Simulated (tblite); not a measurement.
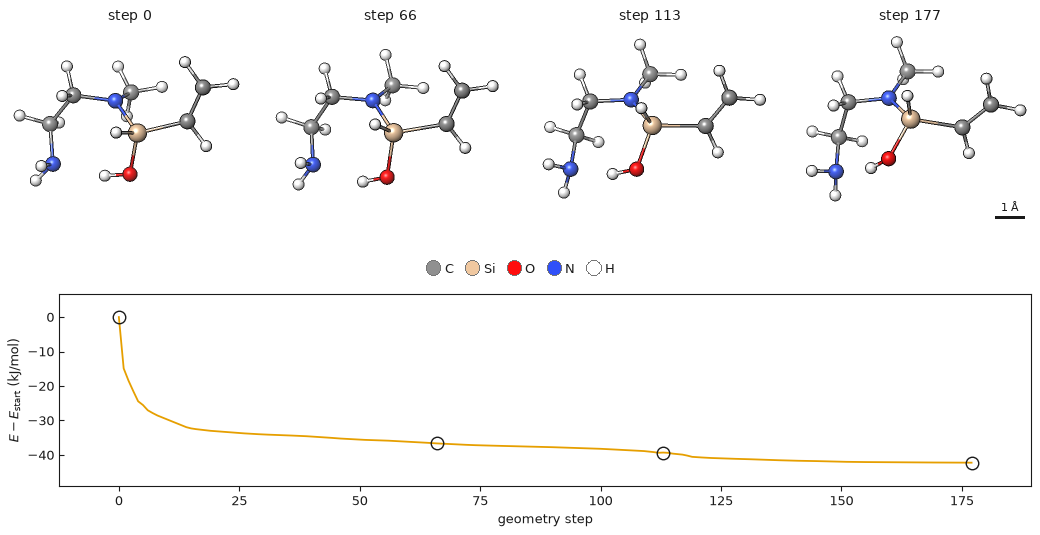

Frames of a relaxation of C5H14N2OSi, marked on the history of the run. The picture is a ball-and-stick view, seen at a tilt.

These are results of tblite, GFN2-xTB geometry optimisation, gas phase, not measurements. 

> Describe the path.

The O atom moves most after the best rigid fit: 1.61 Å. Largest moves by element: O 1.61 Å, H 1.35 Å, C 0.85 Å, Si 0.60 Å, N 0.30 Å. Near-neighbour distances that change, for instance: C–Si 1.809 → 1.885 Å, C–N 1.483 → 1.442 Å, O–Si 1.642 → 1.617 Å, H–N 1.038 → 1.015 Å. Among the angles between lasting bonds that change: N–Si–H 107.4° → 112.9°, C–N–C 109.4° → 114.5°, O–Si–N 103.2° → 107.9°. Groups turn about O–Si by about 55°, C–Si by about 50°, C–C by about 25°. Over 177 geometry steps the energy falls by 42.2 kJ/mol. Cost: 2.8 s on 1 thread of Arm Neoverse N1, with other jobs on the host. From step 0 to 66: an H atom moves most (0.66 Å), energy −36.6 kJ/mol. From step 66 to 113: O and H atoms move most (0.69 Å), energy −2.65 kJ/mol. From step 113 to 177: the O atom moves most (0.65 Å), energy −2.94 kJ/mol.

```csv
step,"E − E(0), kJ/mol"
0,0.00
1,-14.90
2,-18.44
3,-21.50
4,-24.43
5,-25.51
6,-27.03
7,-27.83
8,-28.55
9,-29.13
10,-29.71
19,-32.99
28,-33.90
36,-34.38
45,-35.14
54,-35.75
63,-36.36
72,-37.05
80,-37.39
89,-37.70
98,-38.10
107,-38.74
115,-39.61
124,-40.92
133,-41.34
142,-41.70
151,-41.99
159,-42.10
168,-42.18
177,-42.23
```
